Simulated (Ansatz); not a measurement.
## C3HF3: one change and its effect

System: C3HF3.
Method of run 1: RKS B2PLYP/def2-TZVPPD (Ansatz 0.2.0).

The geometry comes from this level: PBE0-D4/def2-TZVPPD. Text and figures count atoms from 1; the logs count them from 0 in places.

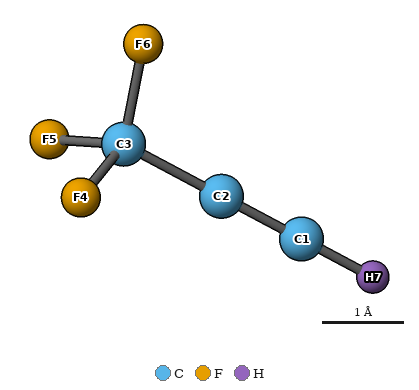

Figure 1. The structure (ball-and-stick view, seen at a tilt; atoms are numbered from 1 in the order of the input). Bond lengths as drawn: C–C 1.20 to 1.46 Å, C–F 1.34 Å and C–H 1.06 Å.

### Input file, run 1
```yaml
crystal:
  periodic: [false, false, false]
  atoms:
    - { symbol: C, position_ang: [2.27020952, 0.58252162, -0.43872032] }
    - { symbol: C, position_ang: [1.13205182, 0.29042738, -0.2185406] }
    - { symbol: C, position_ang: [-0.25857662, -0.06646561, 0.05044529] }
    - { symbol: F, position_ang: [-0.5882053, -1.21338398, -0.54944907] }
    - { symbol: F, position_ang: [-1.09420157, 0.8769359, -0.3919015] }
    - { symbol: F, position_ang: [-0.47450533, -0.21742221, 1.35984722] }
    - { symbol: H, position_ang: [3.28406748, 0.84270688, -0.63483101] }
basis:
  gaussian: { orbitals: def2-TZVPPD.json }
hamiltonian:
  xc: { name: B2PLYP }
```

Launched with:
```bash
ansatz run input.yaml --threads 4 --pin off --max-ram 10240MiB --backend cpu --events-out ev --progress --plain --runs-dir out
```

Hardware: 4 threads of Arm Neoverse V2, 24 GiB of memory available, shared host.

### Output (run 1)
```
Engine: ansatz 0.2.0, aarch64-unknown-linux-gnu
Functional definition: B2PLYP
  parameter a = 0.53
  parameter c = 0.27
  exchange = (1 - a)*b88_x + a*exact_x
  correlation = (1 - c)*lyp_c + c*(mp2_os + mp2_ss)
1565 factors; integrals over basis functions are off by at most 1.1e-3 eV
mean field evaluation 1: about -11258.8255 eV, gradient 5.0e1 eV
mean field evaluation 2: about -11258.9424 eV, gradient 5.0e1 eV
mean field evaluation 4: about -11263.1265 eV, gradient 6.7e0 eV
mean field evaluation 8: about -11263.2259 eV, gradient 1.1e-1 eV
mean field evaluation 16: about -11263.2259 eV, gradient 2.0e-5 eV
mean field -11263.22593800 eV, -413.9159187329 hartree, gradient 1.4e-6 eV, S^2 0.000000; 0 other end points of the search recorded, 0 dependent functions left out
6 core orbitals not correlated: weight in the atoms' cores, before any rotation towards them, 1.000 or more for the frozen orbitals, at most 0.000 for the correlated occupied ones
reference -11263.22610152 eV, -413.9159247418 hartree; 17, 17 occupied and 225, 225 virtual orbitals, 1565 factors
second order -39.23721467 eV of doubles, -0.00000000 eV of singles
Total energy: -11273.82014948 eV, -414.3052488235 hartree
```

For run 2 the input was changed thus:
```diff
-  xc: { name: B2PLYP }
+  xc: { name: wB97M-V }
```

Predict how the results change.

The total energies belong to different methods, so their difference says nothing on which is more stable or more accurate. The functional changes from B2PLYP to wB97M-V. The basis functions go from 242 to 248.

### Output (run 2)
```
Engine: ansatz 0.2.0, aarch64-unknown-linux-gnu
Functional definition: wB97M-V
  parameter omega = 0.3/bohr
  parameter cx = 0.15
  parameter cx01 = 1.007
  parameter cx10 = 0.259
  parameter css00 = 0.443
  parameter css04 = -1.437
  parameter css10 = -4.535
  parameter css20 = -3.390
  parameter css43 = 4.278
  parameter cos00 = 1.000
  parameter cos10 = 1.358
  parameter cos20 = 2.924
  parameter cos21 = -8.812
  parameter cos60 = -1.390
  parameter cos61 = 9.142
  parameter b = 6.0
  parameter c = 0.01
  gx(w, u) = 1 - cx + cx01*u + cx10*w
  gss(w, u) = css00 + css04*u^4 + css10*w + css20*w^2 + css43*w^4*u^3
  gos(w, u) = cos00 + cos10*w + (cos20 + cos21*u)*w^2 + (cos60 + cos61*u)*w^6
  exchange = spin_sum(e_x_unif_sr(omega)*gx(b97_w, b97_u_x)) + cx*exact_x_sr(omega) + exact_x_lr(omega)
  correlation = spin_sum(e_c_pw_mod_same_spin*gss(b97_w, b97_u_same))
      + integral(e_c_pw_mod_opposite_spin*gos(b97_w_opposite, b97_u_opposite)) + vv10(b, c)
1172 factors; their error is unknown
322 factors; integrals over basis functions are off by at most 3.4e-5 eV
mean field evaluation 1: about -11273.2625 eV, gradient 5.2e1 eV
mean field evaluation 2: about -11274.2549 eV, gradient 5.0e1 eV
mean field evaluation 4: about -11277.7797 eV, gradient 2.6e0 eV
mean field evaluation 8: about -11277.7974 eV, gradient 3.7e-2 eV
mean field evaluation 16: about -11277.8026 eV, gradient 3.0e-5 eV
mean field -11277.80262284 eV, -414.4516020201 hartree, gradient 3.0e-5 eV, S^2 0.000000; 0 other end points of the search recorded, 0 dependent functions left out
reference -11277.80268554 eV, -414.4516043242 hartree; 23, 23 occupied and 225, 225 virtual orbitals, 1172 factors
Total energy: -11277.80268554 eV, -414.4516043242 hartree
```

### The two runs side by side

| quantity | run 1 | run 2 |
| --- | --- | --- |
| outcome | converged | converged |
| total energy (hartree) | −414.305249 | −414.451604 |
| basis functions | 242 | 248 |
| wall time (shared host) | 5.7 s | 7 s |
